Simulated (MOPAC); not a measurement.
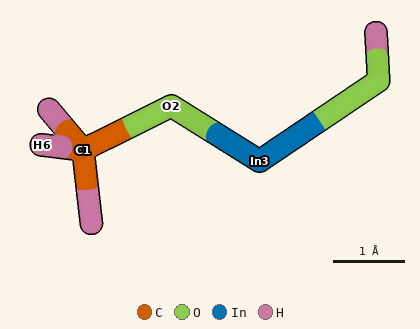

Figure 1. The starting structure (stick view, seen at a tilt; atoms are numbered from 1 in the order of the input). Sticks mark near contacts.

**Geometry relaxation of CH4InO2 (charge +1) (part 1 of 3)**

CH4InO2, charge +1, computed with PM6-DH+, closed shell, dispersion DH+ (MOPAC 23.2.5).

The run did not end well. The starting geometry was optimised with PM6-DH+.

### The input (calc.mop)
```
PM6-DH+ CYCLES=300 CHARGE=1 GNORM=0.05 DISP AUX(PRECISION=6) T=10M THREADS=1
job CH4InO2

C     -0.573852 1     1.284466 1     0.476968 1
O      0.326443 1     0.238785 1     0.168518 1
In    -0.472531 1    -1.441620 1    -0.731708 1
O      1.114005 1    -2.699934 1    -1.026460 1
H      0.061263 1     2.054758 1     0.941828 1
H     -1.333122 1     0.949533 1     1.190590 1
H     -1.035747 1     1.683308 1    -0.431639 1
H      1.934192 1    -2.346818 1    -0.724080 1
```

Machine: 1 thread of Arm Neoverse V1, 24 GiB of memory available, shared host.

Launch command:
```bash
mopac calc.mop
```

### The program's output
```
MOPAC v23.2.5
PM6-DH+ CALCULATION RESULTS

 *  PM6-DH+    - CORRECT DISPERSION AND HYDROGEN BOND TERMS USING PM6-DH+
 *
 *
 *
 *                 CHARGE ON SYSTEM = +1
 *
 *
 *
 *  THREADS=1  - MULTI-THREADING NOT USED
 *  CYCLES=    - DO A MAXIMUM OF 300 STEPS
 *  GNORM      - EXIT WHEN GRADIENT NORM DROPS BELOW 0.050
 *  AUX        - OUTPUT AUXILIARY INFORMATION
 *  DISP       - PRINT DISPERSION AND HYDROGEN BOND ENERGIES
PM6-DH+ CYCLES=300 CHARGE=1 GNORM=0.05 DISP AUX(PRECISION=6) T=10M THREADS=1
 job CH4InO2

   ATOM   CHEMICAL          X               Y               Z
  NUMBER   SYMBOL      (ANGSTROMS)     (ANGSTROMS)     (ANGSTROMS)

     1       C         -0.57385200  *   1.28446600  *   0.47696800  *
     2       O          0.32644300  *   0.23878500  *   0.16851800  *
     3      In         -0.47253100  *  -1.44162000  *  -0.73170800  *
     4       O          1.11400500  *  -2.69993400  *  -1.02646000  *
     5       H          0.06126300  *   2.05475800  *   0.94182800  *
     6       H         -1.33312200  *   0.94953300  *   1.19059000  *
     7       H         -1.03574700  *   1.68330800  *  -0.43163900  *
     8       H          1.93419200  *  -2.34681800  *  -0.72408000  *

          CARTESIAN COORDINATES

    NO.       ATOM           X           Y           Z

     1         C         -0.5739      1.2845      0.4770
     2         O          0.3264      0.2388      0.1685
     3        In         -0.4725     -1.4416     -0.7317
     4         O          1.1140     -2.6999     -1.0265
     5         H          0.0613      2.0548      0.9418
     6         H         -1.3331      0.9495      1.1906
     7         H         -1.0357      1.6833     -0.4316
     8         H          1.9342     -2.3468     -0.7241

 "Third-Generation Hydrogen-Bonding Corrections for Semiempirical QM Methods and Force Fields"

           Empirical Formula: C H4 O2 In  =     8 atoms

      MOLECULAR POINT GROUP   :   Cs

      RHF CALCULATION, NO. OF DOUBLY OCCUPIED LEVELS = 11

          Geometry optimization using EF

          *********************************************
          *                                           *
          *                 WARNING                   *
          *                                           *
          *********************************************

          Dispersion parameters missing for Indium

          *********************************************
          *                                           *
          *              END OF WARNING               *
          *                                           *
          *********************************************

          DIAGONAL MATRIX USED AS START HESSIAN
```

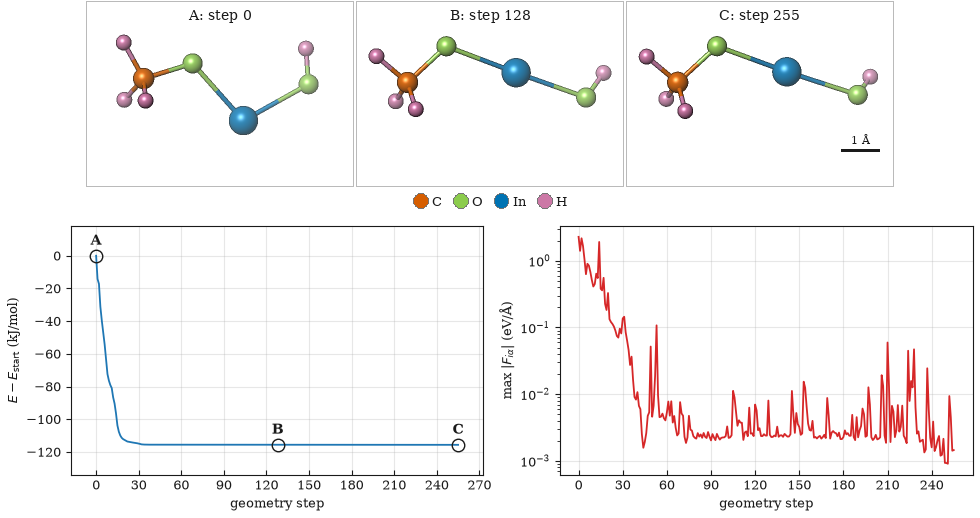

Figure 2. Frames of the relaxation (ball-and-stick view, seen at a tilt) above the curves, on which the letters mark them (steps are counted from 0).

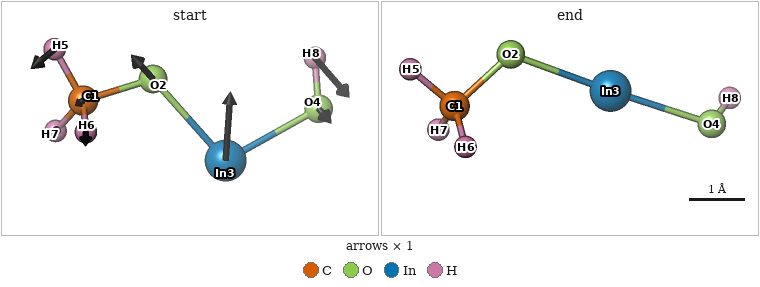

Figure 3. Before (left) and after (right) the relaxation, at one scale (ball-and-stick view, seen at a tilt). The black arrows give the displacements, at true length. The relaxation stopped without meeting its thresholds, so the last structure isn't shown to be converged. The atom that moves furthest after the best rigid fit is In3 (1.30 Å). Largest moves by element: In 1.30 Å, H 1.17 Å, O 0.70 Å, C 0.19 Å. Distances before and after: O4–H8 0.943 → 0.985 Å, C1–H5 1.101 → 1.123 Å, In3–O4 2.046 → 2.034 Å. Among the angles that change: O2–In3–O4 105.2° → 176.1°, O2–C1–H5 104.0° → 99.0°, O2–C1–H6 111.0° → 113.1°. The energy falls by 115.7 kJ/mol in 255 geometry steps. The largest force component goes from 2.3 to 0.0015 eV/Å. (Atoms are counted from 1 in the order of the input.)

```
 CYCLE:     1 TIME:   0.000 TIME LEFT: 10.00M  GRAD.:    81.327 HEAT:  173.7120
 CYCLE:     2 TIME:   0.008 TIME LEFT: 10.00M  GRAD.:    66.485 HEAT:  170.3128
 CYCLE:     3 TIME:   0.000 TIME LEFT: 10.00M  GRAD.:    82.018 HEAT:  169.5929
 CYCLE:     4 TIME:   0.000 TIME LEFT: 10.00M  GRAD.:    59.020 HEAT:  166.2470
 CYCLE:     5 TIME:   0.000 TIME LEFT: 10.00M  GRAD.:    54.081 HEAT:  164.2422
 CYCLE:     6 TIME:   0.000 TIME LEFT: 10.00M  GRAD.:    34.399 HEAT:  162.4813
 CYCLE:     7 TIME:   0.000 TIME LEFT: 10.00M  GRAD.:    41.721 HEAT:  160.7490
 CYCLE:     8 TIME:   0.008 TIME LEFT: 10.00M  GRAD.:    31.779 HEAT:  158.6228
 CYCLE:     9 TIME:   0.000 TIME LEFT: 10.00M  GRAD.:    33.361 HEAT:  156.4088
 CYCLE:    10 TIME:   0.000 TIME LEFT: 10.00M  GRAD.:    23.333 HEAT:  155.4575
[... 204 lines of further cycles ...]
 CYCLE:   215 TIME:   0.000 TIME LEFT: 10.00M  GRAD.:     0.260 HEAT:  146.0727
 CYCLE:   216 TIME:   0.000 TIME LEFT: 10.00M  GRAD.:     0.117 HEAT:  146.0726
 CYCLE:   217 TIME:   0.008 TIME LEFT: 10.00M  GRAD.:     0.177 HEAT:  146.0728
 CYCLE:   218 TIME:   0.000 TIME LEFT: 10.00M  GRAD.:     0.249 HEAT:  146.0722
 CYCLE:   219 TIME:   0.000 TIME LEFT: 10.00M  GRAD.:     0.123 HEAT:  146.0721
 CYCLE:   220 TIME:   0.000 TIME LEFT: 10.00M  GRAD.:     0.121 HEAT:  146.0721
 CYCLE:   221 TIME:   0.008 TIME LEFT: 10.00M  GRAD.:     0.317 HEAT:  146.0722
 CYCLE:   222 TIME:   0.000 TIME LEFT: 10.00M  GRAD.:     0.093 HEAT:  146.0718
 CYCLE:   223 TIME:   0.000 TIME LEFT: 10.00M  GRAD.:     0.086 HEAT:  146.0718
 CYCLE:   224 TIME:   0.000 TIME LEFT: 10.00M  GRAD.:     0.079 HEAT:  146.0717
 NUMERICAL PROBLEMS IN BRACKETING LAMBDA  -306.51149119573319       -1000000.0000000000       -306.51149119603969        999999.99999999604        50.422713419689501
  GOING FOR FIXED STEP SIZE....
 CYCLE:   225 TIME:   0.000 TIME LEFT: 10.00M  GRAD.:     1.816 HEAT:  146.0742
 CYCLE:   226 TIME:   0.000 TIME LEFT: 10.00M  GRAD.:     0.394 HEAT:  146.0712
 CYCLE:   227 TIME:   0.008 TIME LEFT: 10.00M  GRAD.:     0.571 HEAT:  146.0709
 CYCLE:   228 TIME:   0.000 TIME LEFT: 10.00M  GRAD.:     0.467 HEAT:  146.0702
 CYCLE:   229 TIME:   0.000 TIME LEFT: 10.00M  GRAD.:     1.932 HEAT:  146.0731
 CYCLE:   230 TIME:   0.000 TIME LEFT: 10.00M  GRAD.:     0.286 HEAT:  146.0691
 CYCLE:   231 TIME:   0.000 TIME LEFT: 10.00M  GRAD.:     0.117 HEAT:  146.0691
 CYCLE:   232 TIME:   0.008 TIME LEFT:  9.99M  GRAD.:     0.094 HEAT:  146.0692
 CYCLE:   233 TIME:   0.000 TIME LEFT:  9.99M  GRAD.:     0.091 HEAT:  146.0691
 CYCLE:   234 TIME:   0.000 TIME LEFT:  9.99M  GRAD.:     0.074 HEAT:  146.0691
 CYCLE:   235 TIME:   0.000 TIME LEFT:  9.99M  GRAD.:     0.079 HEAT:  146.0690
 CYCLE:   236 TIME:   0.000 TIME LEFT:  9.99M  GRAD.:     0.064 HEAT:  146.0690
 CYCLE:   237 TIME:   0.000 TIME LEFT:  9.99M  GRAD.:     0.063 HEAT:  146.0690
 CYCLE:   238 TIME:   0.000 TIME LEFT:  9.99M  GRAD.:     0.951 HEAT:  146.0731
 CYCLE:   239 TIME:   0.008 TIME LEFT:  9.99M  GRAD.:     0.260 HEAT:  146.0687
 CYCLE:   240 TIME:   0.000 TIME LEFT:  9.99M  GRAD.:     0.089 HEAT:  146.0687
 CYCLE:   241 TIME:   0.000 TIME LEFT:  9.99M  GRAD.:     0.079 HEAT:  146.0687
 CYCLE:   242 TIME:   0.000 TIME LEFT:  9.99M  GRAD.:     0.136 HEAT:  146.0686
 CYCLE:   243 TIME:   0.000 TIME LEFT:  9.99M  GRAD.:     0.074 HEAT:  146.0686
 CYCLE:   244 TIME:   0.000 TIME LEFT:  9.99M  GRAD.:     0.063 HEAT:  146.0686
 CYCLE:   245 TIME:   0.008 TIME LEFT:  9.99M  GRAD.:     0.073 HEAT:  146.0686
 CYCLE:   246 TIME:   0.000 TIME LEFT:  9.99M  GRAD.:     0.102 HEAT:  146.0685
 CYCLE:   247 TIME:   0.000 TIME LEFT:  9.99M  GRAD.:     0.060 HEAT:  146.0685
 CYCLE:   248 TIME:   0.000 TIME LEFT:  9.99M  GRAD.:     0.059 HEAT:  146.0684
 CYCLE:   249 TIME:   0.000 TIME LEFT:  9.99M  GRAD.:     0.095 HEAT:  146.0688
 CYCLE:   250 TIME:   0.000 TIME LEFT:  9.99M  GRAD.:     0.055 HEAT:  146.0684
 CYCLE:   251 TIME:   0.008 TIME LEFT:  9.99M  GRAD.:     0.053 HEAT:  146.0684
 CYCLE:   252 TIME:   0.000 TIME LEFT:  9.99M  GRAD.:     0.051 HEAT:  146.0684
 CYCLE:   253 TIME:   0.000 TIME LEFT:  9.99M  GRAD.:     0.381 HEAT:  146.0720
 CYCLE:   254 TIME:   0.000 TIME LEFT:  9.99M  GRAD.:     0.189 HEAT:  146.0682
 CYCLE:   255 TIME:   0.000 TIME LEFT:  9.99M  GRAD.:     0.057 HEAT:  146.0682
 CYCLE:   256 TIME:   0.000 TIME LEFT:  9.99M  GRAD.:     0.049 HEAT:  146.0682

     GRADIENT =  0.04908 IS LESS THAN CUTOFF =  0.05000

 -------------------------------------------------------------------------------
 PM6-DH+ CYCLES=300 CHARGE=1 GNORM=0.05 DISP AUX(PRECISION=6) T=10M THREADS=1
 job CH4InO2

     GEOMETRY OPTIMISED USING EIGENVECTOR FOLLOWING (EF).
     SCF FIELD WAS ACHIEVED

                              PM6-DH+ CALCULATION

          FINAL HEAT OF FORMATION =        146.06815 KCAL/MOL =     611.14916 KJ/MOL

          TOTAL ENERGY            =     -18560.08920 KCAL/MOL = ELECTRONIC ENERGY + CORE-CORE REPULSION
          ENERGY OF ATOMS         =      18706.22716 KCAL/MOL
                              SUM =        146.13795 KCAL/MOL
          DISPERSION ENERGY       =         -0.06980 KCAL/MOL
                              SUM =        146.06815 KCAL/MOL = FINAL HEAT OF FORMATION

          TOTAL ENERGY            =       -804.84164 EV
          ELECTRONIC ENERGY       =      -1918.17699 EV
          CORE-CORE REPULSION     =       1113.33535 EV
          COSMO AREA              =        116.74 SQUARE ANGSTROMS
          COSMO VOLUME            =         98.91 CUBIC ANGSTROMS

          GRADIENT NORM           =          0.04908          =       0.01735 PER ATOM
          IONIZATION POTENTIAL    =         15.707263 EV
          HOMO LUMO ENERGIES (EV) =        -15.707 -7.832
          NO. OF FILLED LEVELS    =         11
          MOLECULAR WEIGHT        =        162.8614         POINT GROUP:  C1

          MOLECULAR DIMENSIONS (Angstroms)

            Atom       Atom       Distance
            H     8    H     5     6.41012
            O     2    H     7     1.94435
            O     2    H     6     1.56293

          SCF CALCULATIONS        =        258

          WALL-CLOCK TIME         =      0.344 SECONDS
          COMPUTATION TIME        =      0.328 SECONDS

   ATOM   CHEMICAL          X               Y               Z
  NUMBER   SYMBOL      (ANGSTROMS)     (ANGSTROMS)     (ANGSTROMS)

     1       C         -0.98258672  *   1.31902109  *   0.29934240  *
     2       O          0.14952886  *   0.49757989  *   0.51455475  *
     3      In          0.22574990  *  -1.30429888  *  -0.49300830  *
     4       O          0.31890941  *  -3.14109681  *  -1.36277912  *
     5       H         -0.71049702  *   2.17266467  *   0.97668601  *
     6       H         -1.91506347  *   0.86795318  *   0.65566706  *
     7       H         -1.05419523  *   1.69108849  *  -0.72833798  *
     8       H          1.13704131  *  -3.24929261  *  -1.90057681  *

                             CARTESIAN COORDINATES

   1    C       -0.982586723     1.319021092     0.299342399
   2    O        0.149528860     0.497579885     0.514554754
   3   In        0.225749897    -1.304298884    -0.493008297
   4    O        0.318909411    -3.141096813    -1.362779123
   5    H       -0.710497021     2.172664675     0.976686007
   6    H       -1.915063474     0.867953176     0.655667062
   7    H       -1.054195225     1.691088486    -0.728337981
   8    H        1.137041309    -3.249292612    -1.900576814

           Empirical Formula: C H4 O2 In  =     8 atoms

      MOLECULAR POINT GROUP   :   C1

                  EIGENVALUES
 -34.68882 -34.00649 -29.02315 -22.69085 -22.17982 -20.28622 -19.94330 -19.16532
 -17.09455 -16.88710 -15.70726  -7.83198  -5.90120  -5.88359  -4.32067  -1.70622
  -0.05753   0.70050   0.85833   1.31218

              NET ATOMIC CHARGES AND DIPOLE CONTRIBUTIONS

  ATOM NO.   TYPE          CHARGE      No. of ELECS.   s-Pop       p-Pop
    1          C          -0.235607        4.2356     1.10855     3.12705
    2          O          -0.312671        6.3127     1.88390     4.42877
    3         In           1.117724        1.8823     0.99324     0.88904
    4          O          -0.465491        6.4655     1.84564     4.61985
    5          H           0.230738        0.7693     0.76926
    6          H           0.162953        0.8370     0.83705
    7          H           0.162441        0.8376     0.83756
    8          H           0.339913        0.6601     0.66009
 DIPOLE           X         Y         Z       TOTAL
 POINT-CHG.    -0.428     2.035    -0.794     2.226
 HYBRID         0.385    -0.595    -0.217     0.742
 SUM           -0.043     1.440    -1.011     1.760

          ATOMIC ORBITAL ELECTRON POPULATIONS

     Atom    s        px        py        pz
    1  C   1.10855   0.94828   1.00552   1.17326
    2  O   1.88390   1.47694   1.30709   1.64475
    3 In   0.99324   0.07784   0.57216   0.23904
    4  O   1.84564   1.54905   1.36254   1.70826
    5  H   0.76926
    6  H   0.83705
    7  H   0.83756
    8  H   0.66009

 *                    *
 * JOB ENDED NORMALLY *
 *                    *

 TOTAL JOB TIME:             0.34 SECONDS

 == MOPAC DONE ==
```

### Trajectory as extended XYZ (Å, eV, eV/Å), 58 of the 256 frames kept, from step=0 to step=255
```
8
Properties=species:S:1:pos:R:3:forces:R:3 step=0 energy=7.53287
C    -0.5739    1.2845    0.4770   -0.1029  -0.3551  -0.1846
O     0.3264    0.2388    0.1685   -1.3912   0.3443  -0.0857
In   -0.4725   -1.4416   -0.7317    2.2821  -0.1655   0.3224
O     1.1140   -2.6999   -1.0265   -1.5091  -1.0410  -0.7333
H     0.0613    2.0548    0.9418    0.2831   0.2218   0.1535
H    -1.3331    0.9495    1.1906    0.0016   0.1147   0.2280
H    -1.0357    1.6833   -0.4316    0.0517   0.2407  -0.0572
H     1.9342   -2.3468   -0.7241    0.3848   0.6400   0.3569
8
Properties=species:S:1:pos:R:3:forces:R:3 step=4 energy=7.12222
C    -0.6432    1.3365    0.4855   -0.3957   0.8944   0.3277
O     0.2080    0.3097    0.1936    0.4653  -0.8977  -0.3453
In   -0.3702   -1.4386   -0.7179    0.7350   0.0375   0.1974
O     1.0449   -2.8636   -1.0937   -1.0509  -0.3586  -0.3251
H     0.0807    2.0810    0.9663   -0.2130  -0.1573  -0.1630
H    -1.3545    1.0273    1.2638   -0.2788   0.3207  -0.0533
H    -1.0456    1.7814   -0.4386   -0.2243   0.1942   0.2654
H     1.8401   -2.3907   -0.8236    0.9623  -0.0332   0.0963
8
Properties=species:S:1:pos:R:3:forces:R:3 step=9 energy=6.74128
C    -0.7869    1.4784    0.5059   -0.1214   0.0727   0.2112
O     0.0425    0.3806    0.2458    0.0478   0.5139   0.1484
In   -0.1667   -1.4317   -0.6741    0.1897   0.0879   0.0656
O     0.8823   -3.1019   -1.2175    0.0453   0.1679  -0.0272
H     0.0450    2.1140    0.9639   -0.1870  -0.0333  -0.0703
H    -1.5486    1.3007    1.2933    0.1778  -0.1622  -0.3172
H    -1.2012    2.0352   -0.3558    0.1777  -0.4615   0.0422
H     1.8567   -2.8484   -1.1864   -0.3297  -0.1855  -0.0528
8
Properties=species:S:1:pos:R:3:forces:R:3 step=13 energy=6.59556
C    -0.8544    1.4527    0.4670    0.4666  -0.1786  -0.2576
O     0.0836    0.4233    0.3363    0.3615  -0.3380   0.0602
In   -0.0865   -1.3872   -0.6217    0.4996  -0.0067   0.0618
O     0.7598   -3.1117   -1.3030   -0.1514  -0.1815  -0.1098
H    -0.0692    2.1630    0.9186   -0.5499   0.1142  -0.0584
H    -1.6377    1.1959    1.1817   -0.1634   0.1609   0.0103
H    -1.1929    1.8071   -0.5155   -0.1581   0.2002   0.2114
H     1.7538   -3.0811   -1.3145   -0.3049   0.2296   0.0822
8
Properties=species:S:1:pos:R:3:forces:R:3 step=18 energy=6.37884
C    -0.9402    1.3756    0.3596    0.0227  -0.0292  -0.0375
O     0.1291    0.4575    0.5051   -0.1289   0.0387  -0.0766
In    0.1162   -1.3347   -0.5259    0.1011  -0.0725   0.0244
O     0.4676   -3.1196   -1.4657    0.0524   0.2258   0.1227
H    -0.4290    2.2965    0.7633   -0.0984  -0.1061  -0.0202
H    -1.8052    1.1204    0.9901    0.1246  -0.0723  -0.0028
H    -1.2447    1.5607   -0.6752    0.0810   0.0405   0.0183
H     1.4475   -3.2919   -1.4839   -0.1545  -0.0249  -0.0282
```
